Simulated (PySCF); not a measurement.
**Atomic calculation for Ge⁺**

System: Ge⁺, configuration 1s2 2s2 2p6 3s2 3p6 3d10 4s2 4p1, multiplicity 2.
Method: unrestricted LDA, cc-pVTZ-DK, spin-free X2C-1e, Gaussian nucleus (PySCF).

**Input file**
```python
from pyscf import gto, scf, dft, mp, cc
import basis_set_exchange as bse
mol = gto.M(atom="Ge 0 0 0", charge=1, spin=1, symmetry="D2h",
            basis=gto.basis.parse(bse.get_basis("cc-pVTZ-DK", elements=["Ge"], fmt="nwchem", header=False)),
            nucmod="G")
mf = dft.UKS(mol, xc="LDA,VWN").sfx2c1e()
mf.irrep_nelec = {'Ag': (6, 6), 'B1g': (1, 1), 'B2g': (1, 1), 'B3g': (1, 1), 'B1u': (2, 2), 'B2u': (3, 2), 'B3u': (2, 2)}
mf.kernel()
```

The script is an equivalent of what the driver set up; the driver started from orbitals of its own, so the log can be shorter than this script's would be, and it computed the properties (radii, ⟨L²⟩, response) afterwards. It also set what the script leaves out: hgrid = 1.2. It held the occupations shell by shell, which the script's counts by irreducible representation don't always enforce.

Hardware: 1 thread of Arm Neoverse V1, 23 GiB of memory available, shared host.

The run was one of a batch that the task file lists, launched with:
```bash
OMP_NUM_THREADS=1 python <driver script> TASK.json OUT
```

**Output (extracts)**
```
damping factor = 0
level_shift factor = 0
DIIS = <class 'pyscf.scf.diis.CDIIS'>
diis_start_cycle = 1
diis_space = 10
diis_damp = 0
SCF conv_tol = 1e-09
SCF conv_tol_grad = None
number electrons alpha = 16  beta = 15
XC functionals = LDA,VWN
    P. A. M. Dirac.,  Math. Proc. Cambridge Philos. Soc. 26, 376 (1930)
    F. Bloch.,  Z. Phys. 57, 545 (1929)
    S. H. Vosko, L. Wilk, and M. Nusair.,  Can. J. Phys. 58, 1200 (1980)
cycle= 1 E= -2087.95819742314  delta_E= -0.507  |g|= 0.639  |ddm|= 8.53
cycle= 2 E= -2087.92364853517  delta_E= 0.0345  |g|= 0.709  |ddm|= 3.69
cycle= 3 E= -2088.02624232545  delta_E= -0.103  |g|= 0.0452  |ddm|= 2.29
cycle= 4 E= -2088.02675696302  delta_E= -0.000515  |g|= 0.00145  |ddm|= 0.132
cycle= 5 E= -2088.02675842143  delta_E= -1.46e-06  |g|= 0.000164  |ddm|= 0.00748
cycle= 6 E= -2088.02675843484  delta_E= -1.34e-08  |g|= 1.46e-05  |ddm|= 0.000737
cycle= 7 E= -2088.0267584349  delta_E= -5.59e-11  |g|= 2.71e-07  |ddm|= 7.17e-05
converged SCF energy = -2088.0267584349  <S^2> = 0.75012937  2S+1 = 2.0001294
```

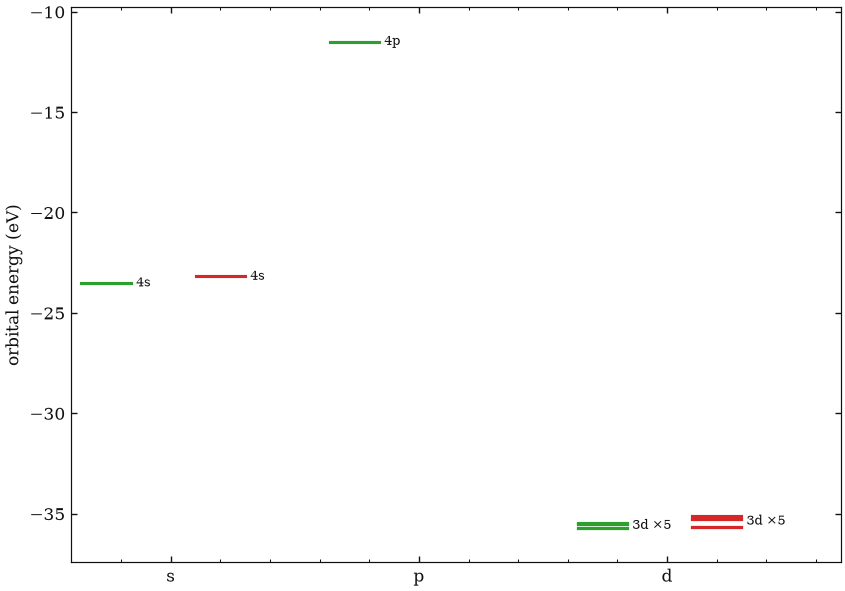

**Figure 1.** Orbital energies of the mean field, from the top down to −35.7 eV, by angular momentum, α spin at the left of each column and β at the right; ×n counts the orbitals under one label. The highest filled orbital is 4p α at −11.5 eV, the lowest empty one p α at −11.2 eV.

**What the run reported**

- outcome: converged
- total energy: −2088.0268 hartree
- ⟨S²⟩: 0.750
- ⟨L²⟩: 2.00
- SCF iterations: 7

**What is odd here**

This input holds a deliberate oddity: grid misses charge; radial grid too coarse. The program ran to the end. Its numbers are those of this setting; this run alone doesn't show how far the oddity moves them.
